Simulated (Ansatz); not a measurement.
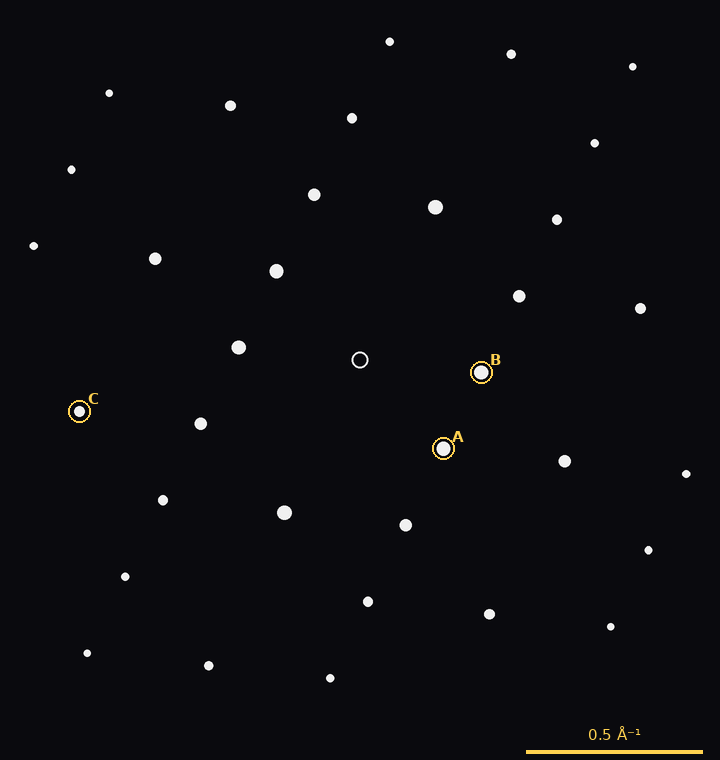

Kinematic zone-axis pattern, calculated for 80 keV electrons with B = 0.8 Å². The zone axis points towards the electron source and the pattern is seen from the source side.

The sample is Sn, space group I4_1/amd (No. 141), a = 5.83 Å, c = 3.31 Å. Structure: coordinates from a relaxation at fixed volume with DFT HSE06, scalar-relativistic, plane waves, PAW (Ansatz).

```cif
data_structure
_symmetry_space_group_name_H-M 'I4_1/amd:1'
_symmetry_Int_Tables_number 141
_cell_length_a 5.8289
_cell_length_b 5.8289
_cell_length_c 3.3123
_cell_angle_alpha 90.000
_cell_angle_beta 90.000
_cell_angle_gamma 90.000
_cell_volume 112.54
loop_
_atom_site_label
_atom_site_type_symbol
_atom_site_symmetry_multiplicity
_atom_site_Wyckoff_symbol
_atom_site_fract_x
_atom_site_fract_y
_atom_site_fract_z
_atom_site_occupancy
Sn1 Sn 4 a 0.50000 0.00000 0.75000 1
```

Spot A is indexed -1 0 1 and spot B 0 -1 1.

Question: Index the other marked spot.

Answer: C = A − 3B = -1 3 -2 (d = 1.232 Å).

Question: Which zone axis is this?

Answer: The cross product of A and B is parallel to [111]; every spot obeys hu + kv + lw = 0.
